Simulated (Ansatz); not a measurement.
# BH3Cl− (SMILES [H][B-]([H])([H])Cl): levels of theory compared

Wanted: a comparison of 6 runs (HF/STO-3G, BHLYP/STO-3G, PBE/STO-3G, UB3LYP/STO-3G, r2SCAN0/STO-3G, CCSD/STO-3G) of BH3Cl−. 

The calculation is run with Ansatz 0.2.0.

6 further runs of the same task are left out: 6 that didn't finish.

## Step 1: Starting point

The species is BH3Cl− (5 atoms), meant as a singlet with charge -1. As SMILES, `[H][B-]([H])([H])Cl`. The H3–B1 distance was set to 1.509 Å, away from the relaxed value.

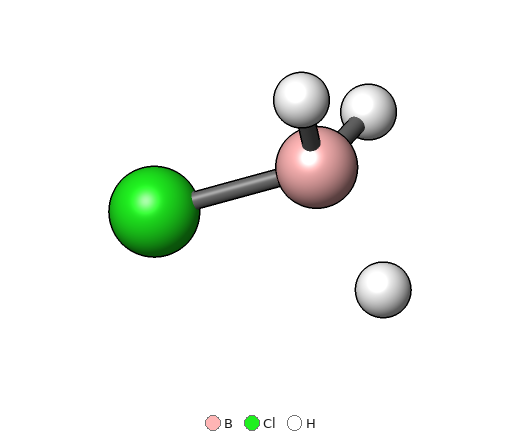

The structure, seen from a chosen angle (boron pink, chlorine green, hydrogen white).

## Step 2: The energy at HF/STO-3G (run 1)

job.yaml

```yaml
basis:
  gaussian:
    orbitals: STO-3G
crystal:
  periodic: [false, false, false]
  atoms:
    - {symbol: B, position_ang: [-0.289633, -0.000807, -0.078215]}
    - {symbol: Cl, position_ang: [-0.274753, -0.023577, 1.796125]}
    - {symbol: H, position_ang: [1.152300, 0.011380, -0.522240]}
    - {symbol: H, position_ang: [-0.874993, 1.003263, -0.408205]}
    - {symbol: H, position_ang: [-0.866333, -1.000017, -0.432285]}
total_charge: -1
hamiltonian:
  xc: hf
accuracy: high
```

The run is started by

```console
ansatz run job.yaml --threads 1 --pin off --max-ram 2610MiB --events-out events.jsonl --progress --plain --runs-dir runs
```

What it wrote:

```text
Warning: RAYON_NUM_THREADS=1 ignored (pool sized by the plan → 1); use --threads N
Functional definition: HF
  name "HF"
  exchange = exact_x
  correlation = 0
281 factors; integrals over basis functions are off by at most 3.3e-8 eV
mean field evaluation 1: about -13076.8974 eV, gradient 1.5e1 eV
mean field evaluation 2: about -13076.9506 eV, gradient 1.5e1 eV
mean field evaluation 4: about -13078.0937 eV, gradient 8.4e-1 eV
mean field evaluation 8: about -13078.0957 eV, gradient 9.6e-5 eV
mean field -13078.09573469 eV, -480.6111535981 hartree, gradient 4.7e-9 eV, S^2 0.000000; 0 other end points of the search recorded, 0 dependent functions left out
reference -13078.09573469 eV, -480.6111535981 hartree; 13, 13 occupied and 4, 4 virtual orbitals, 281 factors
Total energy: -13078.09573469 eV, -480.6111535981 hartree
```

Wall time 0.29 s (1 thread of Intel Xeon Platinum 8259CL at 2.50GHz (Skylake/Cascade Lake), shared host).

## Step 3: A single-point energy at BHLYP/STO-3G (run 2)

in.yaml

```yaml
crystal:
  periodic: [false, false, false]
  atoms:
    - symbol: B
      position_ang: [-0.289633, -0.000807, -0.078215]
    - symbol: Cl
      position_ang: [-0.274753, -0.023577, 1.796125]
    - symbol: H
      position_ang: [1.152300, 0.011380, -0.522240]
    - symbol: H
      position_ang: [-0.874993, 1.003263, -0.408205]
    - symbol: H
      position_ang: [-0.866333, -1.000017, -0.432285]
basis:
  gaussian:
    orbitals: STO-3G
accuracy: high
total_charge: -1
hamiltonian:
  xc: {name: BHLYP}
```

The run is started by

```console
ansatz run in.yaml --threads 1 --pin off --max-ram 2610MiB --events-out events.jsonl --progress --plain --runs-dir runs
```

What it wrote:

```text
Warning: RAYON_NUM_THREADS=1 ignored (pool sized by the plan → 1); use --threads N
Functional definition: BHLYP
  name "BHLYP"
  parameter a = 0.5
  exchange = (1 - a)*b88_x + a*exact_x
  correlation = lyp_c
281 factors; integrals over basis functions are off by at most 3.3e-8 eV
mean field evaluation 1: about -13100.8488 eV, gradient 1.4e1 eV
mean field evaluation 2: about -13101.5449 eV, gradient 7.5e0 eV
mean field evaluation 4: about -13101.7429 eV, gradient 2.4e-2 eV
mean field evaluation 8: about -13101.7329 eV, gradient 5.4e-4 eV
mean field -13101.73294291 eV, -481.4798049784 hartree, gradient 2.9e-8 eV, S^2 0.000000; 0 other end points of the search recorded, 0 dependent functions left out
reference -13101.73295997 eV, -481.4798056052 hartree; 13, 13 occupied and 4, 4 virtual orbitals, 281 factors
Total energy: -13101.73295997 eV, -481.4798056052 hartree
```

Run time: 1.5 s. Hardware: 1 thread of Intel Xeon Platinum 8259CL at 2.50GHz (Skylake/Cascade Lake), shared host; peak memory 0.11 GiB.

Runs 3 to 5 aren't shown in full; the table further down has their settings and results.

## Step 4: A single-point energy at CCSD/STO-3G (run 6)

run.yaml

```yaml
basis:
  gaussian:
    orbitals: STO-3G
crystal:
  periodic: [false, false, false]
  atoms:
    - {symbol: B, position_ang: [-0.289633, -0.000807, -0.078215]}
    - {symbol: Cl, position_ang: [-0.274753, -0.023577, 1.796125]}
    - {symbol: H, position_ang: [1.152300, 0.011380, -0.522240]}
    - {symbol: H, position_ang: [-0.874993, 1.003263, -0.408205]}
    - {symbol: H, position_ang: [-0.866333, -1.000017, -0.432285]}
total_charge: -1
correlation:
  method: ccsd
  frozen_orbitals: {B: 1, Cl: 5, H: 0}
accuracy: high
scf:
  omitted_lower_state_checks: [cluster_reference, increment]
```

The run is started by

```console
ansatz run run.yaml --threads 1 --pin off --max-ram 2610MiB --events-out events.jsonl --progress --plain --runs-dir runs
```

What it wrote:

```text
Warning: RAYON_NUM_THREADS=1 ignored (pool sized by the plan → 1); use --threads N
[... 11 lines left out ...]
6 core orbitals not correlated: weight in the atoms' cores, before any rotation towards them, 1.000 or more for the frozen orbitals, at most 0.000 for the correlated occupied ones
[... 18 lines left out ...]
Total energy: -13080.09516411 eV, -480.6846312742 hartree
Checks for a lower state left out: cluster_reference, increment
```

Wall time 0.37 s (1 thread of Intel Xeon Platinum 8259CL at 2.50GHz (Skylake/Cascade Lake), shared host).

## Step 5: The series

| run | level | frozen core orbitals | energy (Eh) | wall time |
| --- | --- | --- | --- | --- |
| 1 | HF/STO-3G | – | -480.611154 | 0.29 s |
| 2 | BHLYP/STO-3G | – | -481.479806 | 1.5 s |
| 3 | PBE/STO-3G | – | -481.221111 | 1.7 s |
| 4 | UB3LYP/STO-3G | – | -481.484761 | 2.3 s |
| 5 | r2SCAN0/STO-3G | – | -481.465569 | 2 s |
| 6 | CCSD/STO-3G | 6 | -480.684631 | 0.37 s |

## Step 6: Outcome

| quantity | value |
| --- | --- |
| run 6: total energy | -480.68463 Eh |
| run 6: correlation energy (6 core orbitals frozen) | -73.5 mEh |
| run 6: T1 diagnostic | 0.006 |

What this shows: Totals of different functionals can't be ranked against each other. In runs 1, 2, 3, 4, 5, 6 the basis is minimal, so the values are rough. All runs together took 8.2 s, the longest 2.3 s.
